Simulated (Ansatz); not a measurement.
## Molecular dynamics of CH$_{7}$BSi$_{2}$ (part 3 of 3)

The same run, continued: CH$_{7}$BSi$_{2}$; RKS r2SCAN-d3bj/6-31G* (Ansatz 0.2.0). The geometry comes from this level: PBE0-D4/def2-TZVP.

Geometry of the input (Å):
```
Si -0.9816  1.6896  -0.4437
B  0.2819  0.2875  0.1763
C  0.2312  -0.8003  1.1869
Si 1.1215  -1.2431  -0.5857
H  -1.5611  1.3203  -1.7663
H  -2.1057  1.9453  0.5011
H  -0.2348  2.9666  -0.6241
H  1.1078  -1.2669  1.6473
H  -0.6701  -1.0476  1.7454
H  2.3816  -1.8772  -0.1372
H  0.4950  -2.0312  -1.6793
```

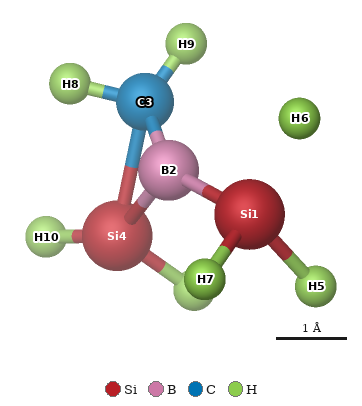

Figure 1. The geometry at step 41 of the log (ball-and-stick view, seen at a tilt; atoms are numbered from 1 in the order of the input).

**Trajectory as extended XYZ, continued**
```
11
Properties=species:S:1:pos:R:3:forces:R:3 step=31 time_fs=15.5 energy=-17576.01758 temperature=1275.5
Si   -0.8654    1.6859   -0.4649   -0.7179   1.0923  -0.7686
B     0.1763    0.3123    0.2893    0.9877   0.8886  -0.9897
C     0.2861   -0.7548    1.2106    0.3779  -2.6772   2.8978
Si    1.0656   -1.2051   -0.6060    0.0149   0.6078   0.2841
H    -1.5717    0.9911   -1.5847   -0.3822   0.1750   0.0909
H    -1.6602    2.3223    0.5927   -0.7493   0.1065   0.1316
H    -0.1697    2.8422   -1.0750    0.3799  -0.0453  -0.1352
H     1.2908   -0.7461    1.6789    0.1272  -0.3787  -0.3900
H    -0.3375   -1.3108    1.9656   -0.2045   0.8397  -0.8943
H     2.0582   -2.2006   -0.2545    0.7442  -0.2393   0.1908
H     0.2039   -1.7598   -1.6378   -0.5780  -0.3693  -0.4174
11
Properties=species:S:1:pos:R:3:forces:R:3 step=32 time_fs=16.0 energy=-17575.96860 temperature=1355.9
Si   -0.8629    1.6875   -0.4672   -1.1439   1.5505  -0.4261
B     0.1773    0.3080    0.2901    0.9410   1.0723  -1.0295
C     0.2930   -0.7542    1.2145    0.4439  -2.7178   3.1066
Si    1.0640   -1.2052   -0.6051   -0.0230   1.1050   0.5365
H    -1.5835    0.9851   -1.5981   -0.2446   0.3234   0.3361
H    -1.6718    2.3692    0.6317   -0.2024  -0.3342  -0.5782
H    -0.1569    2.8508   -1.1003    0.2033  -0.3242   0.0332
H     1.3021   -0.7524    1.6871   -0.0385  -0.3601  -0.4796
H    -0.3387   -1.2975    1.9782   -0.1171   0.8470  -0.9841
H     2.0416   -2.1913   -0.2785    1.1118  -0.5760   0.3240
H     0.2052   -1.7416   -1.6121   -0.9306  -0.5857  -0.8388
11
Properties=species:S:1:pos:R:3:forces:R:3 step=34 time_fs=17.0 energy=-17575.69343 temperature=1154.0
Si   -0.8581    1.6918   -0.4713   -1.6251   2.1347  -0.1248
B     0.1802    0.3007    0.2916    0.8783   1.2907  -0.9792
C     0.3081   -0.7547    1.2251    0.7232  -2.4990   3.1493
Si    1.0617   -1.2049   -0.6028   -0.1146   1.9756   0.9931
H    -1.6048    0.9754   -1.6240   -0.0025   0.5678   0.7405
H    -1.6980    2.4609    0.7040    0.5011  -0.9557  -1.5013
H    -0.1277    2.8623   -1.1489   -0.0979  -0.7504   0.3347
H     1.3267   -0.7677    1.7033   -0.3464  -0.3127  -0.6401
H    -0.3355   -1.2637    1.9960   -0.1253   0.6897  -0.9370
H     2.0148   -2.1793   -0.3285    1.7776  -1.1983   0.5252
H     0.2005   -1.7074   -1.5695   -1.5686  -0.9423  -1.5603
11
Properties=species:S:1:pos:R:3:forces:R:3 step=35 time_fs=17.5 energy=-17575.53887 temperature=1001.8
Si   -0.8555    1.6937   -0.4729   -1.7347   2.3146  -0.1218
B     0.1817    0.2981    0.2916    0.8790   1.3056  -0.8820
C     0.3154   -0.7557    1.2312    0.8985  -2.2513   2.9750
Si    1.0602   -1.2041   -0.6014   -0.1823   2.2553   1.1306
H    -1.6137    0.9733   -1.6352    0.0895   0.6500   0.8875
H    -1.7111    2.5022    0.7332    0.7056  -1.1476  -1.7579
H    -0.1122    2.8643   -1.1730   -0.2216  -0.9034   0.4696
H     1.3394   -0.7780    1.7084   -0.4830  -0.2889  -0.6861
H    -0.3354   -1.2424    1.9998   -0.1912   0.5432  -0.8065
H     2.0054   -2.1761   -0.3518    2.0218  -1.4293   0.5796
H     0.1936   -1.6951   -1.5531   -1.7815  -1.0483  -1.7879
11
Properties=species:S:1:pos:R:3:forces:R:3 step=36 time_fs=18.0 energy=-17575.41564 temperature=946.0
Si   -0.8531    1.6959   -0.4743   -1.8123   2.4041  -0.1519
B     0.1830    0.2957    0.2916    0.8831   1.2994  -0.7700
C     0.3220   -0.7574    1.2376    1.0760  -1.9412   2.6805
Si    1.0583   -1.2029   -0.5997   -0.2625   2.3360   1.1571
H    -1.6231    0.9732   -1.6452    0.1701   0.7134   1.0122
H    -1.7229    2.5418    0.7587    0.8482  -1.2889  -1.9274
H    -0.0988    2.8619   -1.1952   -0.3064  -0.9912   0.5724
H     1.3509   -0.7890    1.7096   -0.5810  -0.2708  -0.6885
H    -0.3365   -1.2182    2.0011   -0.2967   0.3584  -0.6091
H     2.0006   -2.1761   -0.3743    2.1421  -1.5403   0.5923
H     0.1829   -1.6864   -1.5418   -1.8605  -1.0789  -1.8674
11
Properties=species:S:1:pos:R:3:forces:R:3 step=38 time_fs=19.0 energy=-17575.29470 temperature=882.8
Si   -0.8480    1.7015   -0.4757   -1.9225   2.4100  -0.2415
B     0.1853    0.2921    0.2899    0.9335   1.1638  -0.4269
C     0.3340   -0.7624    1.2510    1.3789  -1.2332   1.9037
Si    1.0541   -1.2005   -0.5953   -0.3652   1.8397   0.9097
H    -1.6348    0.9762   -1.6626    0.2819   0.8004   1.2009
H    -1.7418    2.6163    0.7980    1.0209  -1.4829  -2.1093
H    -0.0752    2.8449   -1.2291   -0.3801  -1.0082   0.6856
H     1.3702   -0.8146    1.7089   -0.7068  -0.2336  -0.6350
H    -0.3423   -1.1676    2.0026   -0.5372  -0.0087  -0.1752
H     2.0042   -2.1923   -0.4181    1.9138  -1.3106   0.5022
H     0.1481   -1.6730   -1.5338   -1.6172  -0.9370  -1.6143
11
Properties=species:S:1:pos:R:3:forces:R:3 step=39 time_fs=19.5 energy=-17575.29912 temperature=881.3
Si   -0.8456    1.7046   -0.4757   -1.9446   2.3627  -0.2907
B     0.1865    0.2905    0.2880    0.9697   1.0721  -0.2231
C     0.3405   -0.7649    1.2579    1.3969  -0.8932   1.4504
Si    1.0517   -1.1994   -0.5929   -0.3728   1.3292   0.6532
H    -1.6354    0.9789   -1.6702    0.3079   0.8268   1.2669
H    -1.7469    2.6482    0.8090    1.0685  -1.5489  -2.1501
H    -0.0629    2.8313   -1.2420   -0.3900  -0.9682   0.7137
H     1.3757   -0.8290    1.7069   -0.6658  -0.2212  -0.5492
H    -0.3490   -1.1439    1.9998   -0.6346  -0.1608   0.0321
H     2.0132   -2.2071   -0.4401    1.6001  -1.0019   0.4305
H     0.1245   -1.6681   -1.5358   -1.3353  -0.7966  -1.3338
11
Properties=species:S:1:pos:R:3:forces:R:3 step=40 time_fs=20.0 energy=-17575.33311 temperature=856.7
Si   -0.8435    1.7080   -0.4758   -1.9647   2.2732  -0.3081
B     0.1879    0.2894    0.2857    1.0074   0.9691  -0.0085
C     0.3472   -0.7675    1.2650    1.2912  -0.5713   0.9854
Si    1.0493   -1.1980   -0.5905   -0.3920   0.7242   0.3173
H    -1.6339    0.9817   -1.6759    0.3170   0.8436   1.3101
H    -1.7506    2.6753    0.8143    1.1019  -1.5990  -2.1708
H    -0.0521    2.8149   -1.2509   -0.3737  -0.8892   0.7108
H     1.3784   -0.8439    1.7033   -0.5459  -0.2181  -0.4215
H    -0.3580   -1.1215    1.9962   -0.6904  -0.2802   0.1997
H     2.0273   -2.2228   -0.4613    1.2153  -0.6256   0.3626
H     0.0979   -1.6648   -1.5428   -0.9661  -0.6270  -0.9770
11
Properties=species:S:1:pos:R:3:forces:R:3 step=41 time_fs=20.5 energy=-17575.37161 temperature=929.6
Si   -0.8420    1.7114   -0.4757   -1.9817   2.1742  -0.3017
B     0.1898    0.2890    0.2830    1.0447   0.8465   0.2110
C     0.3539   -0.7700    1.2723    1.0567  -0.2610   0.5279
Si    1.0468   -1.1967   -0.5887   -0.4754   0.1018  -0.0874
H    -1.6325    0.9863   -1.6791    0.3147   0.8478   1.3321
H    -1.7537    2.6988    0.8152    1.1286  -1.6399  -2.1777
H    -0.0420    2.7974   -1.2569   -0.3436  -0.7914   0.6897
H     1.3791   -0.8586    1.6976   -0.3526  -0.2292  -0.2532
H    -0.3689   -1.0983    1.9936   -0.6872  -0.3663   0.3098
H     2.0439   -2.2389   -0.4817    0.8199  -0.2469   0.3100
H     0.0667   -1.6637   -1.5546   -0.5241  -0.4357  -0.5605
11
Properties=species:S:1:pos:R:3:forces:R:3 step=42 time_fs=21.0 energy=-17575.39645 temperature=992.6
Si   -0.8411    1.7148   -0.4757   -2.0001   2.0598  -0.2617
B     0.1921    0.2887    0.2802    1.0795   0.7228   0.4238
C     0.3607   -0.7722    1.2799    0.7102   0.0269   0.1054
Si    1.0445   -1.1955   -0.5872   -0.6030  -0.4899  -0.5154
H    -1.6323    0.9922   -1.6791    0.3036   0.8409   1.3344
H    -1.7545    2.7200    0.8127    1.1471  -1.6758  -2.1746
H    -0.0334    2.7781   -1.2608   -0.2935  -0.6712   0.6461
H     1.3786   -0.8742    1.6914   -0.1100  -0.2512  -0.0595
H    -0.3821   -1.0742    1.9916   -0.6174  -0.4235   0.3607
H     2.0631   -2.2539   -0.5016    0.4371   0.1072   0.2740
H     0.0303   -1.6646   -1.5685   -0.0535  -0.2462  -0.1333
11
Properties=species:S:1:pos:R:3:forces:R:3 step=44 time_fs=22.0 energy=-17575.41203 temperature=958.3
Si   -0.8403    1.7208   -0.4756   -2.0324   1.7827  -0.0109
B     0.1985    0.2884    0.2758    1.1168   0.4962   0.8053
C     0.3735   -0.7786    1.2944   -0.1191   0.5091  -0.4981
Si    1.0399   -1.1937   -0.5844   -0.8081  -1.4553  -1.2352
H    -1.6359    1.0135   -1.6657    0.2313   0.7596   1.2351
H    -1.7482    2.7485    0.7941    1.1645  -1.7188  -2.1396
H    -0.0169    2.7309   -1.2613   -0.1170  -0.3377   0.4748
H     1.3786   -0.9067    1.6820    0.3249  -0.3072   0.2923
H    -0.4115   -1.0322    1.9900   -0.2809  -0.4640   0.2815
H     2.1065   -2.2793   -0.5404   -0.2390   0.6938   0.2444
H    -0.0482   -1.6673   -1.5952    0.7591   0.0416   0.5504
11
Properties=species:S:1:pos:R:3:forces:R:3 step=45 time_fs=22.5 energy=-17575.40796 temperature=960.8
Si   -0.8408    1.7234   -0.4759   -2.0207   1.6517   0.1737
B     0.2028    0.2881    0.2745    1.1099   0.4071   0.9631
C     0.3799   -0.7825    1.3016   -0.5479   0.7188  -0.7202
Si    1.0377   -1.1932   -0.5835   -0.8579  -1.8121  -1.4961
H    -1.6376    1.0290   -1.6550    0.1664   0.6833   1.1341
H    -1.7445    2.7561    0.7760    1.1693  -1.7275  -2.1031
H    -0.0086    2.7078   -1.2592   -0.0122  -0.1658   0.3735
H     1.3790   -0.9232    1.6803    0.5153  -0.3397   0.4403
H    -0.4258   -1.0149    1.9898   -0.0664  -0.4698   0.1999
H     2.1303   -2.2878   -0.5597   -0.5185   0.9160   0.2491
H    -0.0849   -1.6702   -1.6067    1.0627   0.1380   0.7856
11
Properties=species:S:1:pos:R:3:forces:R:3 step=46 time_fs=23.0 energy=-17575.40080 temperature=1040.8
Si   -0.8414    1.7263   -0.4765   -2.0061   1.4962   0.4124
B     0.2080    0.2881    0.2738    1.0916   0.3309   1.1016
C     0.3864   -0.7863    1.3090   -0.9852   0.9069  -0.8767
Si    1.0357   -1.1928   -0.5832   -0.8859  -2.0835  -1.6894
H    -1.6388    1.0466   -1.6424    0.0810   0.5874   1.0023
H    -1.7393    2.7608    0.7541    1.1691  -1.7269  -2.0563
H    -0.0006    2.6827   -1.2557    0.1237   0.0350   0.2447
H     1.3794   -0.9411    1.6814    0.6750  -0.3705   0.5645
H    -0.4409   -0.9983    1.9902    0.1903  -0.4679   0.0824
H     2.1544   -2.2925   -0.5795   -0.7559   1.0865   0.2638
H    -0.1199   -1.6735   -1.6142    1.3025   0.2059   0.9507
11
Properties=species:S:1:pos:R:3:forces:R:3 step=48 time_fs=24.0 energy=-17575.39633 temperature=1081.5
Si   -0.8430    1.7322   -0.4773   -1.9225   1.2274   0.9604
B     0.2186    0.2897    0.2732    1.0810   0.1441   1.3581
C     0.4002   -0.7930    1.3238   -1.7686   1.2516  -1.0885
Si    1.0311   -1.1923   -0.5840   -0.9182  -2.4074  -1.9142
H    -1.6413    1.0838   -1.6101   -0.1516   0.3462   0.6386
H    -1.7211    2.7646    0.6957    1.1364  -1.6967  -1.9081
H     0.0178    2.6321   -1.2461    0.4286   0.4329  -0.0438
H     1.3810   -0.9830    1.6907    0.8651  -0.4088   0.7329
H    -0.4710   -0.9673    1.9905    0.7397  -0.4730  -0.1722
H     2.2027   -2.2903   -0.6237   -1.1284   1.3022   0.3193
H    -0.1854   -1.6814   -1.6140    1.6386   0.2815   1.1178
11
Properties=species:S:1:pos:R:3:forces:R:3 step=49 time_fs=24.5 energy=-17575.41446 temperature=1169.7
Si   -0.8441    1.7351   -0.4773   -1.7998   1.1349   1.2542
B     0.2241    0.2912    0.2733    1.0833   0.0509   1.4701
C     0.4069   -0.7955    1.3312   -2.0851   1.4101  -1.1728
Si    1.0282   -1.1922   -0.5849   -0.9368  -2.4789  -1.9694
H    -1.6417    1.1023   -1.5895   -0.3177   0.1918   0.3875
H    -1.7073    2.7617    0.6607    1.0920  -1.6511  -1.7966
H     0.0272    2.6084   -1.2423    0.5726   0.6003  -0.1787
H     1.3810   -1.0043    1.6995    0.9111  -0.4195   0.7805
H    -0.4850   -0.9520    1.9898    0.9857  -0.4876  -0.2773
H     2.2203   -2.2850   -0.6477   -1.2450   1.3492   0.3585
H    -0.2122   -1.6849   -1.6087    1.7396   0.3001   1.1440
11
Properties=species:S:1:pos:R:3:forces:R:3 step=50 time_fs=25.0 energy=-17575.44871 temperature=1217.4
Si   -0.8454    1.7386   -0.4772   -1.6066   1.0309   1.5385
B     0.2295    0.2924    0.2733    1.0796  -0.0158   1.5714
C     0.4135   -0.7980    1.3384   -2.2879   1.5361  -1.2243
Si    1.0248   -1.1919   -0.5863   -0.9617  -2.5160  -2.0082
H    -1.6408    1.1194   -1.5676   -0.5139   0.0209   0.0963
H    -1.6910    2.7550    0.6206    1.0145  -1.5638  -1.6379
H     0.0370    2.5867   -1.2383    0.7107   0.7465  -0.3084
H     1.3824   -1.0263    1.7102    0.8645  -0.4085   0.7828
H    -0.4978   -0.9382    1.9886    1.2097  -0.5066  -0.3641
H     2.2339   -2.2756   -0.6741   -1.3220   1.3627   0.4038
H    -0.2355   -1.6887   -1.6015    1.8130   0.3137   1.1500
```

**Summary**

| quantity | value |
| --- | --- |
| outcome | finished |
| mean temperature over the second half | 1021 K |
| trajectory | 50 steps, 25 fs |
| ensemble | nvt_langevin |
| temperature in the input | 1500 K |
| time step | 0.5 fs |
| potential energy (last step) | −17575.4487 eV |
| mean-field energy (last step) | −17575.3789 eV |
| dispersion energy (last step) | −0.0698 eV |
| SCF solution under orbital rotations (last step) | stable |
| largest force (length of the vector) (last step) | 3.360 eV/Å |
| dipole moment (last step) | 1.54 D |
| hardware | 2 threads of Arm Neoverse V2, 23 GiB of memory available, shared host |
| wall time | 2.1 min (CPU time 4 min) |
| peak memory | 0.14 GiB |

**Notes**

Warnings of the run: the dispersion correction has no parameters fitted for this combination and takes those fitted for r2SCAN with other terms. So short a trajectory is not equilibrated. The logged temperature at the start can lie below the typed one, since it is counted over all degrees of freedom. The temperature stays far from the 1500 K of the thermostat over the second half: the run isn't equilibrated.
